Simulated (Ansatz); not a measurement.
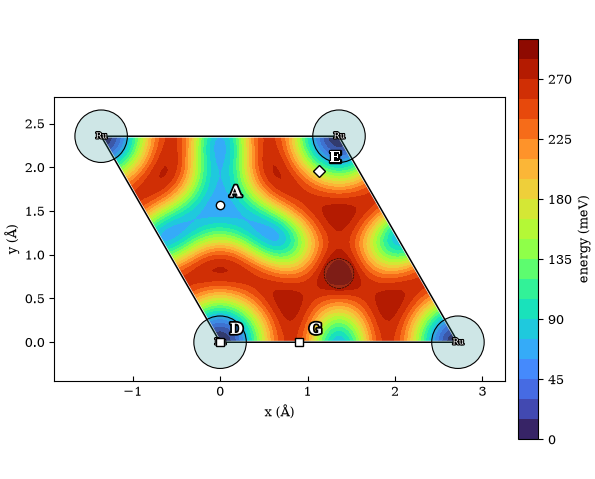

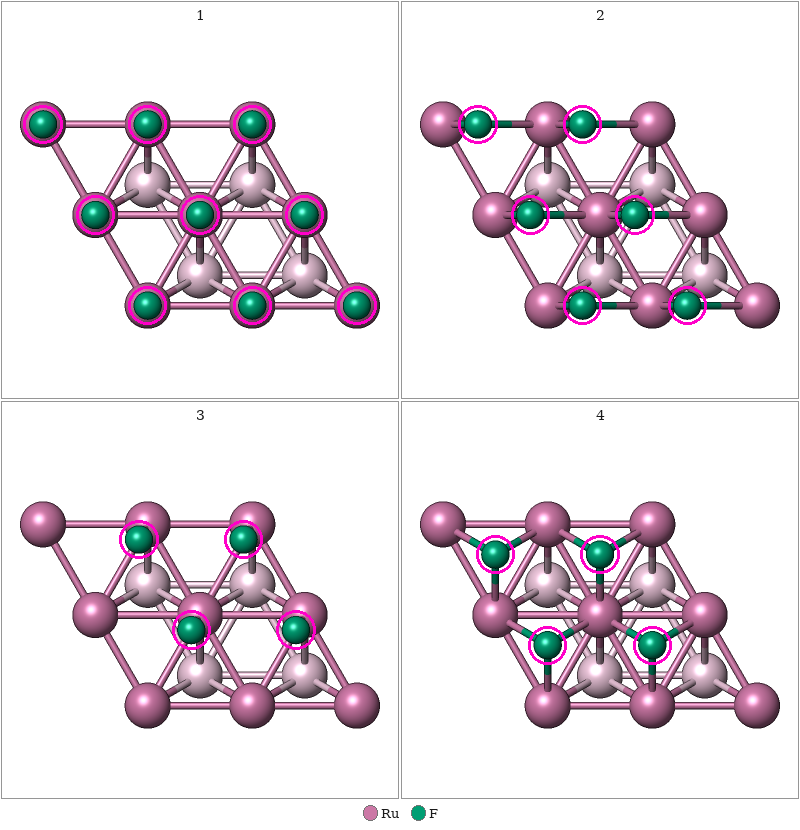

F on a Ru(001) slab cut from the P6_3/mmc phase, its upper half relaxed before the scan (5 atoms of substrate and one adsorbate in a 1 × 1 cell). 
- F is moved over the surface cell; relaxed at each place: the height of the adsorbate's atoms; substrate rigid; the origin of the map has the adsorbate above Ru5.
- Places are given modulo a cell vector. The map is drawn in real space over the plane of the surface.
- Grid: 6 × 6 points; 10 points were computed and 26 follow by symmetry.
- Energies: meV, counted from the lowest grid point.
- With one adsorbate in each 1 × 1 cell, its nearest image is 2.7 Å away, so neighbouring adsorbates interact. The runs have no spin polarisation; a magnetic state may lie lower.
- Computed with Ansatz, DFT PBE, scalar-relativistic, plane waves, PAW. Settings: cutoff 420 eV, k-mesh 12×12×1, gaussian smearing 0.1 eV, no spin polarisation.

Drawn: filled contours, labelled circles for the atoms of the top layer and small ones for the second layer, the outline of one cell of the plane, lettered points. Between grid points the surface is interpolated. The numbered pictures are the structures at these points, in random order. Rings mark the moved atoms.

Which structure belongs to which point?

Answer. A is structure 4: a threefold hollow, (2/6, 4/6) of the cell vectors, 64 meV; D is structure 1: the top site over a surface Ru atom, (0/6, 0/6) of the cell vectors, 0 meV; E is structure 3: (5/6, 5/6) of the cell vectors [nearest 1 Ru at 1.88 Å], 148 meV; G is structure 2: (2/6, 0/6) of the cell vectors [nearest 1 Ru at 1.94 Å], 246 meV.

PAW datasets: the set soft_1.
